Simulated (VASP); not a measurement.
Band structure of Mg₂ZnO₃ (space group P-3m1). These are r2SCAN meta-GGA, VASP's PBE PAW potentials (set 64) (plane waves; VASP) values and carry that method's errors.

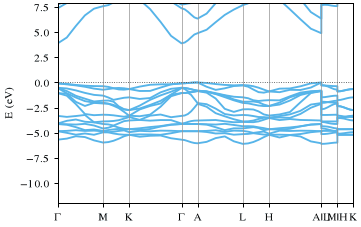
Figure. Bands along high-symmetry lines, zero at the valence-band maximum or, without a gap, the Fermi level

### Question
Read the plot: is there a gap, and where are the band edges?

### Answer
The gap is indirect, 3.89 eV, from the valence maximum at A to the conduction minimum at Γ.

The structure comes from a computed database's Mg2ZnO3 entry (P-3m1); how it stands against other phases isn't given here. It was relaxed first.
